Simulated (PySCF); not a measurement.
**Frequency calculation of NH5 (charge −1)**

System: NH5, charge −1, multiplicity 2.
Method: UKS-based PBE0, N def2-TZVPD, H def2-TZVPD; non-relativistic Hamiltonian; density fitting (PySCF 2.14.0).

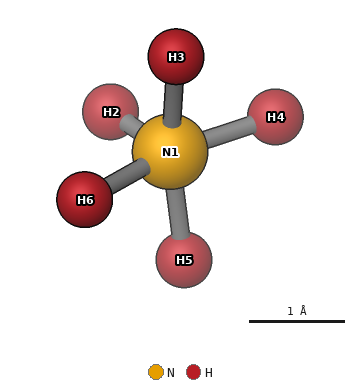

Figure 1. The structure as given in the input (ball-and-stick view, seen at a tilt; atoms are numbered from 1 in the order of the input).

## The input
```python
from pyscf import gto, scf, dft
mol = gto.M(atom='''
N      0.000000     0.000000    -0.018271
H     -0.000000    -0.000000     1.015352
H      1.262915     0.000000    -0.190372
H      0.000000     1.262915    -0.190372
H     -1.262915     0.000000    -0.190372
H      0.000000    -1.262915    -0.190372''',
    basis={'N': 'def2-TZVPD', 'H': 'def2-TZVPD'},
    charge=-1, spin=1)
mf = dft.UKS(mol, xc='PBE0')
mf.grids.atom_grid = (75, 302)
aux = {'N': 'def2-universal-JKFIT', 'H': 'def2-universal-JKFIT'}
mf = mf.density_fit(auxbasis=aux)
mf.conv_tol = 1e-09
mf.diis_space = 10
mf.max_cycle = 60
mf.verbose = 4
mf.kernel()
```

The script is an equivalent of the set-up of the self-consistent field. The run itself was carried out by a driver, which started from the orbitals of the step before it where there was one and computed the further properties.

Run on 4 threads of Intel Xeon (Sapphire Rapids), 192 GiB of memory available, shared host.

Command:
```bash
OMP_NUM_THREADS=4 python axn.py task.json out
```

## The program's output
```
init E= -57.4356263382312
  alpha nocc = 7  HOMO = 0.0346246422451305  LUMO = 0.193642722183577
  beta  nocc = 6  HOMO = 0.0603841136633392  LUMO = 0.1331327830191
  HOMO = 0.0603841136633  LUMO = 0.133132783019  gap/eV = 1.97959
cycle= 1 E= -57.4356263382058  delta_E= 2.54e-11  |g|= 8.98e-06  |ddm|= 0.000239
  alpha nocc = 7  HOMO = 0.0346227736847926  LUMO = 0.193641397732107
  beta  nocc = 6  HOMO = 0.0603826704733024  LUMO = 0.133131217790989
  HOMO = 0.0603826704733  LUMO = 0.133131217791  gap/eV = 1.97959
Extra cycle  E= -57.4356263381287  delta_E= 7.71e-11  |g|= 1.6e-05  |ddm|= 0.00037
converged SCF energy = -57.4356263381287  <S^2> = 0.78878588  2S+1 = 2.0384169
```

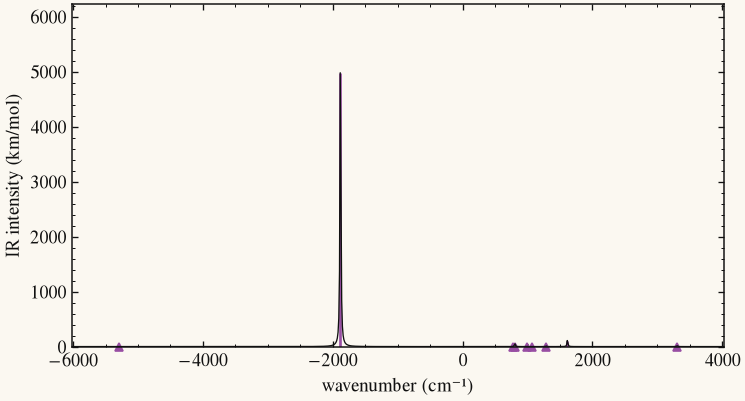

Figure 2. Harmonic infrared spectrum, unscaled: sticks (degenerate modes added up, dark ones marked on the axis) with a Lorentzian envelope of 16 cm⁻¹ full width, scaled to the tallest stick; imaginary modes are drawn at negative wavenumbers. 12 modes from 5299i to 3306 cm⁻¹, 3 imaginary beyond 8i (5299i, 1882i, 1882i cm⁻¹): not a minimum. The strongest line is at 1882i cm⁻¹ (4978 km/mol). All modes, in cm⁻¹ (km/mol): 5299i (0.0), 1882i (2489), 1882i (2489), 774 (0.0), 805 (50), 996 (1.2), 996 (1.2), 1068 (0.0), 1288 (4.7), 1288 (4.7), 1615 (106), 3306 (16.3).

## Results in brief

| quantity | value |
| --- | --- |
| outcome | converged |
| total energy | −57.435626 hartree |
| ⟨S²⟩ | 0.789 |
| zero-point energy | 0.027646 hartree |
| wavenumbers, lowest and highest | 5299i and 3306 cm⁻¹ |
| wall time | 44 s (CPU time 2.6 min) |
| peak memory | 1.2 GiB |

## Remarks

The highest filled orbital lies above zero: either the extra electron isn't bound at this level, or the self-interaction error of the functional lifts the level.
